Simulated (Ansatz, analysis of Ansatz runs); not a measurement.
# LaInO3 (Pnma), nudged elastic band: O_i by the interstitialcy path (q = −2), part 3 of 3

How high is the barrier when O changes place in LaInO3 (Pnma)? The case: O_i by the interstitialcy path, charge −2, in a cell of 40 host atoms with 1 O put in.

Ansatz 0.2.0; plane-wave PAW DFT, PBEsol; nudged elastic band between two relaxed defect structures at fixed charge in a uniform background.

So far: Starting point; Relaxation of the start point, charge −2; Relaxation of the end point, charge −2.

## 4. Nudged elastic band, charge −2

5 movable images are laid between the ends on a pair-potential path, which keeps atoms from colliding in the first guess. Each image feels the true force across the path and a spring force along it. The highest image is set to climb to the top of the path.

This step: plane-wave PAW DFT, PBEsol; nudged elastic band between two relaxed defect structures at fixed charge in a uniform background.

Contents of qm2.neb/input.yaml:

```yaml
crystal:
  lattice:
    - [0.0, 8.21613204, 5.70050548]
    - [5.94293833, 0.0, 5.70050548]
    - [5.94293833, 8.21613204, 0.0]
  atoms:
    - { symbol: La, position: [0.15542753, 0.85745936, 0.08151754] }
    - { symbol: La, position: [0.66729721, 0.34127412, 0.59240046] }
    - { symbol: La, position: [0.347113, 0.15518184, 0.39870819] }
    - { symbol: La, position: [0.86436399, 0.66437065, 0.87622717] }
    - { symbol: La, position: [0.1443922, 0.34528404, 0.09700831] }
    - { symbol: La, position: [0.64663487, 0.84281986, 0.605729] }
    - { symbol: La, position: [0.35035081, 0.62864264, 0.4072928] }
    - { symbol: La, position: [0.85782983, 0.13171356, 0.89313323] }
    - { symbol: In, position: [0.25493063, 0.25155181, 0.74551428] }
    - { symbol: In, position: [0.74239685, 0.74443242, 0.25694787] }
    - { symbol: In, position: [0.24758958, 0.75498959, 0.75006382] }
    - { symbol: In, position: [0.75411322, 0.24540335, 0.24375368] }
    - { symbol: In, position: [0.02441463, 0.00227776, 0.48537384] }
    - { symbol: In, position: [0.50726997, 0.50034661, -0.00467965] }
    - { symbol: In, position: [0.00520948, 0.50626688, 0.49155775] }
    - { symbol: In, position: [0.48346378, -0.00708679, 0.03003088] }
    - { symbol: O, position: [0.40718462, 0.21981305, 0.83607639] }
    - { symbol: O, position: [0.90559093, 0.71197708, 0.34497588] }
    - { symbol: O, position: [0.09667276, 0.96509487, 0.66109215] }
    - { symbol: O, position: [0.71887491, 0.40856714, 0.03053816] }
    - { symbol: O, position: [0.29820221, 0.59059373, 0.95348599] }
    - { symbol: O, position: [0.79671077, 0.08688196, 0.45646821] }
    - { symbol: O, position: [0.0938885, 0.31610647, 0.65336229] }
    - { symbol: O, position: [0.62453288, 0.75519435, 0.13598308] }
    - { symbol: O, position: [0.02338456, 0.16831502, 0.0154183] }
    - { symbol: O, position: [0.52295454, 0.66330268, 0.53595241] }
    - { symbol: O, position: [0.1704603, 0.53618744, 0.76419582] }
    - { symbol: O, position: [0.66115113, 0.02487787, 0.27740741] }
    - { symbol: O, position: [0.02891526, 0.28786445, 0.40946667] }
    - { symbol: O, position: [0.51681112, 0.78644995, 0.9192678] }
    - { symbol: O, position: [0.28899363, 0.52073541, 0.27404041] }
    - { symbol: O, position: [0.75697468, 0.0346666, 0.78053845] }
    - { symbol: O, position: [0.48215935, 0.32477785, 0.46725127] }
    - { symbol: O, position: [0.97521276, 0.82163625, 0.99460201] }
    - { symbol: O, position: [0.33982061, 0.97195443, 0.72465397] }
    - { symbol: O, position: [0.83248791, 0.4583745, 0.24150846] }
    - { symbol: O, position: [0.48513228, 0.22478664, 0.07477467] }
    - { symbol: O, position: [0.99622929, 0.72673982, 0.56446462] }
    - { symbol: O, position: [0.18936367, 1.0212779, 0.18801835] }
    - { symbol: O, position: [0.72287482, 0.49069639, 0.71117981] }
    - { symbol: O, position: [0.32817991, -0.07003735, 0.34591054] }
total_charge: -2
basis:
  ecutwfc: 420
  xc_grid: 2
hamiltonian:
  xc: pbesol
kpoints:
  mp_grid: { grid: [1, 1, 1] }
scf:
  occupations: { method: fermi_dirac, width: 0.01 }
  max_iter: 80
output:
  forces: true
neb:
  images: 5
  f_tol: 0.03
  climbing: true
  initial_path: idpp
  max_iterations: 45
  order_check: false
  final_atoms:
    - { symbol: La, position: [0.16840999, 0.8539992, 0.08823079] }
    - { symbol: La, position: [0.66036543, 0.36276993, 0.58554623] }
    - { symbol: La, position: [0.36923027, 0.1652302, 0.37089881] }
[... 3 atom lines left out ...]
    - { symbol: La, position: [0.34949006, 0.63310246, 0.40827111] }
[... 3 atom lines left out ...]
    - { symbol: In, position: [0.24896406, 0.78788805, 0.73533745] }
[... 1 atom line left out ...]
    - { symbol: In, position: [0.01197843, 0.01409786, 0.48691639] }
[... 2 atom lines left out ...]
    - { symbol: In, position: [0.51216372, 0.00058298, -0.0118255] }
[... 2 atom lines left out ...]
    - { symbol: O, position: [0.15203354, 1.10197276, 0.67292483] }
[... 4 atom lines left out ...]
    - { symbol: O, position: [0.59749988, 0.7868576, 0.15116906] }
[... 4 atom lines left out ...]
    - { symbol: O, position: [0.03397943, 0.2929444, 0.40560405] }
[... 7 atom lines left out ...]
    - { symbol: O, position: [0.48125077, 0.22432215, 0.06728201] }
    - { symbol: O, position: [0.96480338, 0.75160168, 0.56399227] }
    - { symbol: O, position: [0.22298523, 0.99897127, 0.20055877] }
[... 1 atom line left out ...]
    - { symbol: O, position: [0.24065938, -0.10615977, 0.49657661] }
```

Launch:

```
> ansatz run input.yaml --threads 4 --pin off --max-ram 7536MiB --backend cpu --events-out ev --progress --plain --runs-dir out
```

Numbers of over 12 decimals in the logs are rounded to 6 here.

Output:

```text
[...]
Warning: neb: disabling space-group detection — the band's intermediate images generally break the endpoint symmetry, so no spatial operation reduces the k-mesh or symmetrises the density, except that a semilocal band can use its path's symmetry ahead of [...]
[...]
parallel-image band execution: 4 concurrent image workers
NEB image 0
Crystal: 41 atoms, lattice volume = 556.688 Å³
Basis set: ecut = 420 eV, 10867 PW (Γ), exchange–correlation on 144×120×144 points (8 copies of the dense FFT grid, shifted against one another)
Bands: 213, of which v1, the nominal top of the filled ones, is band 172 counted from 1 (171 counted from 0)
Symmetry: 1 space group operations
k-points: 1
[...]
SCF iter   1: F=—  HF=-107529.859908 eV  |F-HF|=—  |Δ(HF+E_count)|=         —  Δρ=2.67e-2  dr2=3.30e0  ethr=1.77e-3  ⟨swp⟩=6.0  Hψ=830  notcnv=0  defer=22
[...]
SCF iter  10: F=-107528.924738 eV  HF=-107528.924738 eV  |F-HF|=9.31e-9  |Δ(HF+E_count)|=   6.46e-8  Δρ=1.95e-6  dr2=2.15e-8  ethr=2.91e-11  ⟨swp⟩=4.0  Hψ=732  notcnv=0
SCF 1 converged in 10 iterations: F = -107528.924738 eV  dr2 = 2.15e-8
[...]
NSCF: frozen V_eff on 1 k-points
NEB image 6
SCF iter   1: F=—  HF=-107529.858929 eV  |F-HF|=—  |Δ(HF+E_count)|=         —  Δρ=2.67e-2  dr2=3.29e0  ethr=1.77e-3  ⟨swp⟩=6.0  Hψ=830  notcnv=0  defer=23
[...]
SCF iter  10: F=-107528.924384 eV  HF=-107528.924384 eV  |F-HF|=9.66e-9  |Δ(HF+E_count)|=   6.50e-8  Δρ=1.97e-6  dr2=2.18e-8  ethr=2.91e-11  ⟨swp⟩=4.0  Hψ=728  notcnv=0
SCF 2 converged in 10 iterations: F = -107528.924384 eV  dr2 = 2.18e-8
[...]
NEB end point (image 0): max|allowed force component| = 3.787e-3 eV/Å (the criterion of neb.relax_end_points is 1.000e-2)
NEB end point (image 6): max|allowed force component| = 1.435e-2 eV/Å (the criterion of neb.relax_end_points is 1.000e-2)
NEB image 1
SCF iter   1: F=—  HF=-107529.714295 eV  |F-HF|=—  |Δ(HF+E_count)|=         —  Δρ=2.69e-2  dr2=3.36e0  ethr=1.77e-3  ⟨swp⟩=6.0  Hψ=815  notcnv=0  defer=23
[...]
SCF iter  10: F=-107528.762976 eV  HF=-107528.762976 eV  |F-HF|=4.65e-8  |Δ(HF+E_count)|=   8.72e-8  Δρ=3.52e-6  dr2=6.30e-8  ethr=2.91e-11  ⟨swp⟩=4.0  Hψ=733  notcnv=0
SCF 3 converged in 10 iterations: F = -107528.762976 eV  dr2 = 6.30e-8
NEB image 2
SCF iter   1: F=—  HF=-107529.471066 eV  |F-HF|=—  |Δ(HF+E_count)|=         —  Δρ=2.71e-2  dr2=3.43e0  ethr=1.77e-3  ⟨swp⟩=6.0  Hψ=808  notcnv=0  defer=24
[...]
SCF iter  11: F=-107528.502678 eV  HF=-107528.502678 eV  |F-HF|=2.62e-10  |Δ(HF+E_count)|=   2.35e-8  Δρ=9.67e-7  dr2=5.34e-9  ethr=2.91e-11  ⟨swp⟩=4.0  Hψ=627  notcnv=0
SCF 4 converged in 11 iterations: F = -107528.502678 eV  dr2 = 5.34e-9
NEB image 3
SCF iter   1: F=—  HF=-107529.351279 eV  |F-HF|=—  |Δ(HF+E_count)|=         —  Δρ=2.72e-2  dr2=3.47e0  ethr=1.77e-3  ⟨swp⟩=5.0  Hψ=806  notcnv=0  defer=25
[...]
SCF iter  11: F=-107528.371528 eV  HF=-107528.371528 eV  |F-HF|=1.00e-9  |Δ(HF+E_count)|=   2.48e-8  Δρ=1.10e-6  dr2=6.60e-9  ethr=2.91e-11  ⟨swp⟩=4.0  Hψ=629  notcnv=0
SCF 5 converged in 11 iterations: F = -107528.371528 eV  dr2 = 6.60e-9
NEB image 4
SCF iter   1: F=—  HF=-107529.433053 eV  |F-HF|=—  |Δ(HF+E_count)|=         —  Δρ=2.72e-2  dr2=3.46e0  ethr=1.77e-3  ⟨swp⟩=5.0  Hψ=806  notcnv=0  defer=24
[...]
SCF iter  11: F=-107528.457167 eV  HF=-107528.457167 eV  |F-HF|=1.75e-10  |Δ(HF+E_count)|=   2.52e-8  Δρ=9.94e-7  dr2=5.59e-9  ethr=2.91e-11  ⟨swp⟩=5.0  Hψ=631  notcnv=0
SCF 6 converged in 11 iterations: F = -107528.457167 eV  dr2 = 5.59e-9
NEB image 5
SCF iter   1: F=—  HF=-107529.678597 eV  |F-HF|=—  |Δ(HF+E_count)|=         —  Δρ=2.70e-2  dr2=3.38e0  ethr=1.77e-3  ⟨swp⟩=5.0  Hψ=808  notcnv=0  defer=23
[...]
SCF iter  10: F=-107528.721768 eV  HF=-107528.721768 eV  |F-HF|=1.74e-8  |Δ(HF+E_count)|=   6.22e-8  Δρ=2.38e-6  dr2=3.02e-8  ethr=2.91e-11  ⟨swp⟩=4.0  Hψ=732  notcnv=0
SCF 7 converged in 10 iterations: F = -107528.721768 eV  dr2 = 3.02e-8
NEB iter   1: max|band force component| = 1.123e0 eV/Å  barrier→ = 0.5532 eV  barrier← = 0.5529 eV  Δτ_max = 0.1485 Å  (73 SCF iters)
[... from here on, the SCF cycles and remarks between the steps are left out ...]
NEB iter   2: max|band force component| = 9.294e-1 eV/Å  barrier→ = 0.4808 eV  barrier← = 0.4805 eV  Δτ_max = 0.0861 Å  (46 SCF iters)
NEB iter   3: max|band force component| = 3.382e-1 eV/Å  barrier→ = 0.2442 eV  barrier← = 0.2438 eV  CI = image 3  Δτ_max = 0.0305 Å  (45 SCF iters)
NEB iter   4: max|band force component| = 2.804e-1 eV/Å  barrier→ = 0.2286 eV  barrier← = 0.2282 eV  CI = image 3  Δτ_max = 0.0321 Å  (37 SCF iters)
NEB iter   5: max|band force component| = 1.231e-1 eV/Å  barrier→ = 0.2109 eV  barrier← = 0.2105 eV  CI = image 3  Δτ_max = 0.0532 Å  (39 SCF iters)
NEB iter   6: max|band force component| = 1.594e-1 eV/Å  barrier→ = 0.2069 eV  barrier← = 0.2066 eV  CI = image 3  Δτ_max = 0.0265 Å  (40 SCF iters)
NEB iter   7: max|band force component| = 1.075e-1 eV/Å  barrier→ = 0.2036 eV  barrier← = 0.2033 eV  CI = image 3  Δτ_max = 0.0266 Å  (34 SCF iters)
[...]
NEB iter  16: max|band force component| = 2.337e-2 eV/Å  barrier→ = 0.1925 eV  barrier← = 0.1921 eV  CI = image 3  Δτ_max = 0.0094 Å  (33 SCF iters)
NEB iter  17: max|band force component| = 2.311e-2 eV/Å  barrier→ = 0.1920 eV  barrier← = 0.1916 eV  CI = image 3  Δτ_max = 0.0088 Å  (6 SCF iters)
NEB iter  18: max|band force component| = 2.468e-2 eV/Å  barrier→ = 0.1916 eV  barrier← = 0.1912 eV  CI = image 3  Δτ_max = 0.0089 Å  (6 SCF iters)
NEB iter  19: max|band force component| = 2.964e-2 eV/Å  barrier→ = 0.1912 eV  barrier← = 0.1909 eV  CI = image 3  Δτ_max = 0.0090 Å  (6 SCF iters)
NEB iter  20: max|band force component| = 3.892e-2 eV/Å  barrier→ = 0.1909 eV  barrier← = 0.1905 eV  CI = image 3  Δτ_max = 0.0129 Å  (6 SCF iters)
NEB iter  21: max|band force component| = 3.829e-2 eV/Å  barrier→ = 0.1905 eV  barrier← = 0.1902 eV  CI = image 3  Δτ_max = 0.0129 Å  (33 SCF iters)
NEB iter  22: max|band force component| = 2.153e-2 eV/Å  barrier→ = 0.1902 eV  barrier← = 0.1898 eV  CI = image 3  Δτ_max = 0.0094 Å  (32 SCF iters)
NEB iter  23: max|band force component| = 2.391e-2 eV/Å  barrier→ = 0.1898 eV  barrier← = 0.1894 eV  CI = image 3  Δτ_max = 0.0000 Å  (6 SCF iters)
SCF converged after 6 iterations
Free energy (F): -107528.734937 eV
[...]
Internal energy: -107528.734937 eV  (E = F + TS)
E sigma→0 (E₀):  -107528.734937 eV
Fermi energy:    11.929046 eV
[...]
--- Forces (eV/Å), atoms counted from 1 ---
  atom   1  La     0.00057537     0.00126113     0.00375287
  atom   2  La     0.00064913     0.00234914     0.00564241
  atom   3  La     0.00421742    -0.00087754    -0.00032766
  [... 3 atoms left out ...]
  atom   7  La    -0.01257911    -0.00180244     0.01170907
  [... 3 atoms left out ...]
  atom  11  In    -0.00546899     0.00133672     0.00401315
  [... 1 atom left out ...]
  atom  13  In    -0.00180427     0.00232213     0.00566015
  [... 2 atoms left out ...]
  atom  16  In    -0.00051459    -0.00523732    -0.00090786
  [... 2 atoms left out ...]
  atom  19  O     -0.00375145    -0.00641580     0.00000421
  [... 9 atoms left out ...]
  atom  29  O      0.00044220    -0.00110790     0.00033471
  [... 7 atoms left out ...]
  atom  37  O      0.00027636     0.00279383    -0.00022204
  [... 1 atom left out ...]
  atom  39  O      0.00198828     0.00271418    -0.00085364
  [... 1 atom left out ...]
  atom  41  O     -0.00179943     0.00333316    -0.00779107
  max |Σ_I F_I| component: 2.78e-5 eV/Å
--- Band table (eV) ---
[...]
this run last wrote the band of iteration 23 to <dir>; this run last wrote the band within `neb.f_tol` of iteration 22 to <dir>
--- NEB band (7 images, 23 band iterations, 692 SCF iterations) ---
  forward barrier  = 0.189800 eV
  backward barrier = 0.189446 eV
  lagrangian_above_aufbau_ev (what the smearing adds, to first order; not taken off the barriers): saddle image -0.000000 eV, end points -0.000000 and -0.000000 eV
  climbing image's point = of an order that was not read
  energies are F+E_penalty+E_count in eV, relative to image 0
  image     s (Å)  Δ vs image 0  max|band force component| (eV/Å)
      0    0.0000      0.000000                                 —
      1    0.6276      0.019599                          2.153e-2
      2    1.2545      0.088739                          1.370e-2
  *   3    1.8832      0.189800                          1.225e-2
      4    2.2679      0.148825                          2.391e-2
      5    2.6498      0.054679                          9.094e-3
      6    3.0318      0.000354                                 —
  climbing-image geometry (image 3):
  cell:  # Å, volume = 556.6882 Å³
    - [0.0, 8.21613204, 5.70050548]
    - [5.94293833, 0.0, 5.70050548]
    - [5.94293833, 8.21613204, 0.0]
  atoms:
    - { symbol: La, position: [0.164426, 0.855558, 0.077089] }
    - { symbol: La, position: [0.670418, 0.352244, 0.584200] }
    - { symbol: La, position: [0.356777, 0.163641, 0.389313] }
    - { symbol: La, position: [0.872768, 0.636884, 0.874981] }
    - { symbol: La, position: [0.149118, 0.347719, 0.092323] }
    - { symbol: La, position: [0.655009, 0.838735, 0.602386] }
    - { symbol: La, position: [0.373548, 0.627264, 0.376678] }
    - { symbol: La, position: [0.847418, 0.143405, 0.903937] }
    - { symbol: In, position: [0.250658, 0.254995, 0.746014] }
    - { symbol: In, position: [0.750789, 0.748755, 0.247607] }
    - { symbol: In, position: [0.248366, 0.783415, 0.724814] }
    - { symbol: In, position: [0.754021, 0.241297, 0.250154] }
    - { symbol: In, position: [0.022590, 0.004849, 0.492051] }
    - { symbol: In, position: [0.500240, 0.496049, -0.005503] }
    - { symbol: In, position: [0.002626, 0.506274, 0.496921] }
    - { symbol: In, position: [0.504141, -0.001045, -0.005860] }
    - { symbol: O, position: [0.413151, 0.217744, 0.832027] }
    - { symbol: O, position: [0.912801, 0.709739, 0.338393] }
    - { symbol: O, position: [0.108709, 1.059451, 0.666259] }
    - { symbol: O, position: [0.688376, 0.411865, 0.060997] }
    - { symbol: O, position: [0.296035, 0.592436, 0.953821] }
    - { symbol: O, position: [0.795955, 0.093508, 0.454341] }
    - { symbol: O, position: [0.053422, 0.382422, 0.693622] }
    - { symbol: O, position: [0.621284, 0.783240, 0.127517] }
    - { symbol: O, position: [0.028753, 0.172363, 0.024859] }
    - { symbol: O, position: [0.537296, 0.668922, 0.533046] }
    - { symbol: O, position: [0.175921, 0.540204, 0.776044] }
    - { symbol: O, position: [0.665885, 0.027247, 0.270668] }
    - { symbol: O, position: [0.026833, 0.292080, 0.406314] }
    - { symbol: O, position: [0.523129, 0.776898, 0.918212] }
    - { symbol: O, position: [0.283196, 0.513024, 0.276718] }
    - { symbol: O, position: [0.777747, 0.038395, 0.764829] }
    - { symbol: O, position: [0.471700, 0.321424, 0.467452] }
    - { symbol: O, position: [0.981093, 0.826967, 0.982620] }
    - { symbol: O, position: [0.348445, 0.969134, 0.735209] }
    - { symbol: O, position: [0.828745, 0.465001, 0.235162] }
    - { symbol: O, position: [0.477149, 0.215260, 0.080406] }
    - { symbol: O, position: [0.967143, 0.742469, 0.573170] }
    - { symbol: O, position: [0.214610, 0.998290, 0.199243] }
    - { symbol: O, position: [0.722023, 0.478794, 0.718033] }
    - { symbol: O, position: [0.285624, -0.116035, 0.448584] }
```

Run time: 5.8 min. Hardware: 4 threads of Arm Neoverse V2, shared host; peak memory 2.4 GiB.

The column dr2 measures how far the density is from self-consistency, as an energy; F and HF (Harris–Foulkes) agree once it is small.

Images along the path:

```tsv
image	path (Å)	energy (eV)	O19: x, y, z (Å)
0	0.000	0.0000	9.664, 6.226, 6.053
1	0.628	0.0196	9.853, 6.218, 6.104
2	1.254	0.0887	10.057, 6.189, 6.360
3	1.883	0.1898	10.256, 6.367, 6.659
4	2.268	0.1488	10.374, 6.513, 6.842
5	2.650	0.0547	10.484, 6.652, 7.021
6	3.032	0.0004	10.548, 6.778, 7.148
```

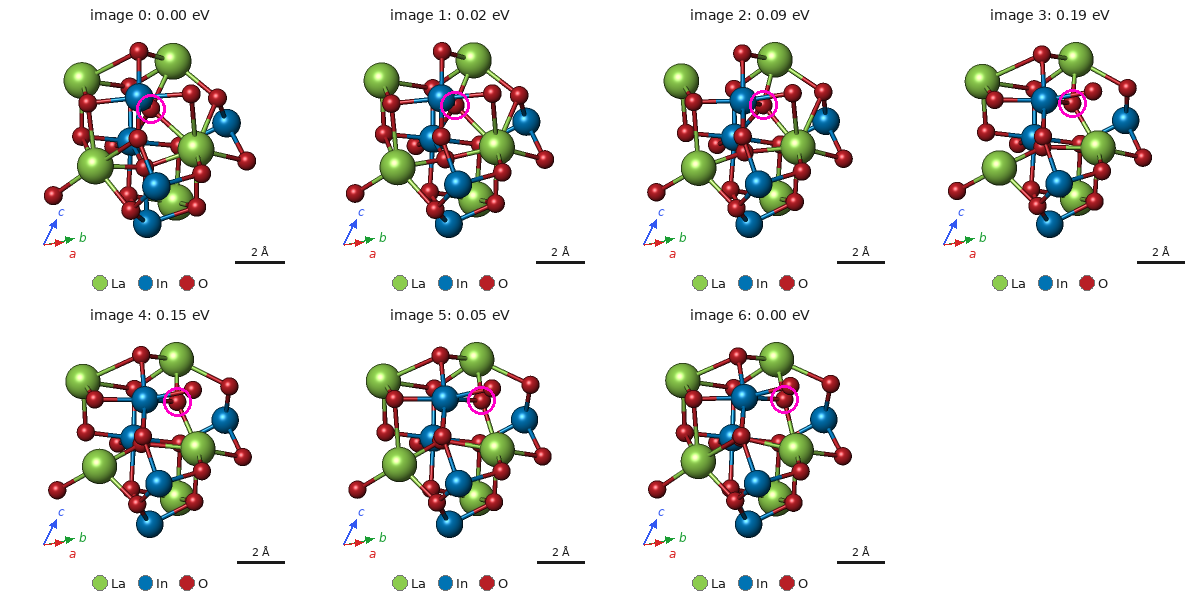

Images along the path; O19 is ringed.

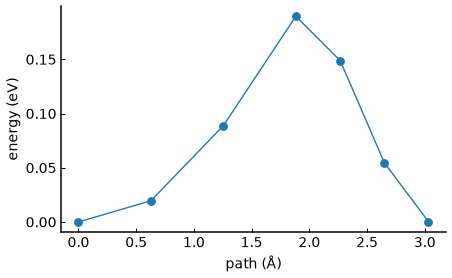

Energy along the path.

Read from the output:

```
free energy      : -107528.7349 eV
barrier forward  : 0.1898 eV
barrier backward : 0.1894 eV
end less start   : 3.54e-4 eV
hop length       : 1.109 Å
```

Track of the atom that was set to move:

```tsv
image	x (Å)	y (Å)	z (Å)	nearest neighbour	distance (Å)
0	1.639	5.538	1.472	La	2.239
1	1.75	5.829	1.337	La	2.168
2	1.845	6.083	1.176	La	2.156
3	1.976	6.032	0.967	La	2.181
4	2.089	6.028	0.873	In	2.177
5	2.207	6.043	0.803	In	2.166
6	2.32	6.057	0.767	In	2.156
```

The band met its tolerance of 0.03 eV/Å after 23 iterations, with image 3 on top (the start counts as 0). O19, which moves farthest between the ends, has 2 In at 2.13 to 2.21 Å and 1 La at 2.41 Å nearest at the start and 2 La at 2.17 to 2.27 Å, 1 In at 2.22 Å and 1 O at 2.36 Å at the top.

## 5. What came out

| Property | Result |
| --- | --- |
| barrier forward | 0.19 eV |
| barrier backward | 0.19 eV |
| end less start | 0.00 eV |
| hop length | 1.11 Å |
| band iterations, as the log counts them | 23 |

The top of the band lies 0.19 eV above the start and 0.19 eV above the end. With an assumed prefactor of 1e13 per second it gives one hop a second along this one path at about 70 K; whether such hops link up through the crystal wasn't checked. The move is shared: O19 goes 1.51 Å and O41, whose hop length is listed, 1.11 Å. The order of the top as a saddle was not checked for all atoms, so a bent path could be lower. No image-charge correction is applied; it largely cancels along a path if the charge stays localised alike. Keep in mind: sampling at the zone centre alone can move energies of charged and open-shell states by tenths of an eV or more in cells of this size; periodic copies of the defect are only 8.2 Å apart; spin–orbit coupling, which can matter with heavy atoms, is left out.

[Logs are printed without paths, hosts, clocks, repeated set-up lines and the standing remarks that a program may print on its own settings, such as how far it seeks lower states.]

[Hosts, paths, dates, database ids (printed as entryN), source tags and the programs' standing remarks are cut or masked in the printed files.]
